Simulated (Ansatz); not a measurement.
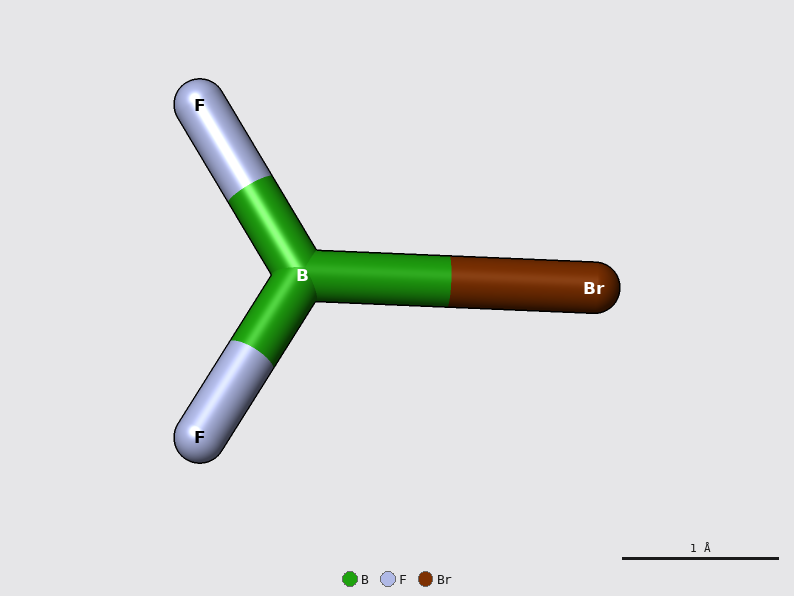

A stick model of a molecule.

What is the molecular formula?

BBrF2, 4 atoms: 1 boron, 1 bromine and 2 fluorine.

How many sets of symmetry-equivalent atoms are there?

3: 1 B, 2 F, 1 Br.

Count the bonded pairs by element.

2 B–F, 1 B–Br. Sticks follow a distance rule.

Give the symmetry (Schoenflies symbol).

C2v.

The parts below concern this one geometry. Atoms keep their numbers from picture to picture. Computed geometry: PBE0-D4/def2-TZVP optimisation.

Dipole moment

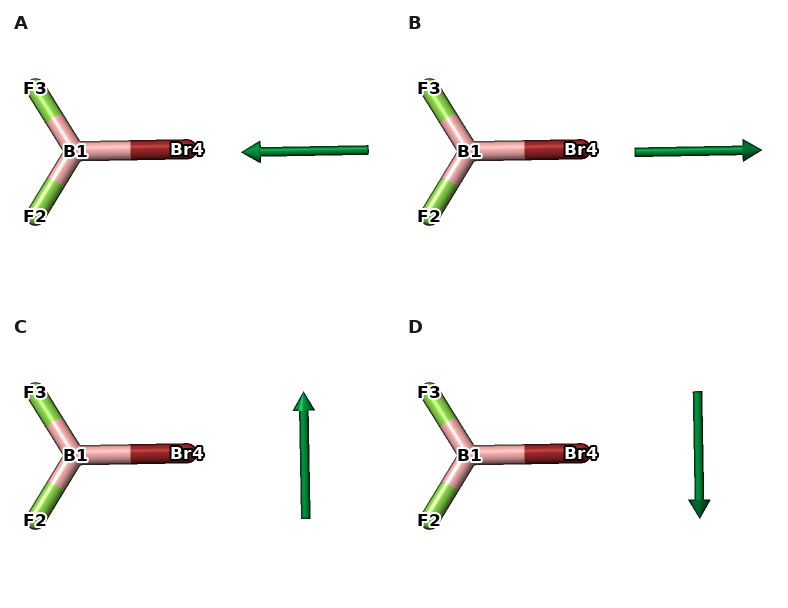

The same molecule four times, each with an arrow. Level of theory: RKS PBE0-D4/def2-TZVP (Ansatz 0.2.0).

Which arrow points along the dipole moment, from the negative to the positive end?

B. The dipole moment is 0.27 D; it points from the side of F2, F3 to the side of Br4 (the outermost atoms at the two ends).

Electronic properties

Properties computed with RKS PBE0-D4/def2-TZVPP (Ansatz 0.2.0).

Predict the main results.

- HOMO energy (Kohn–Sham orbital): −9.08 eV
- LUMO energy (Kohn–Sham orbital): −0.40 eV
- HOMO–LUMO gap: 8.68 eV

Vibrations

Harmonic vibrations computed with RKS PBE0-D4/def2-TZVP (Ansatz 0.2.0) at a stationary point of the same level.

How many vibrational modes are there, and where do they lie?

6 modes: 295, 352, 571, 635, 1229, 1458 cm⁻¹.
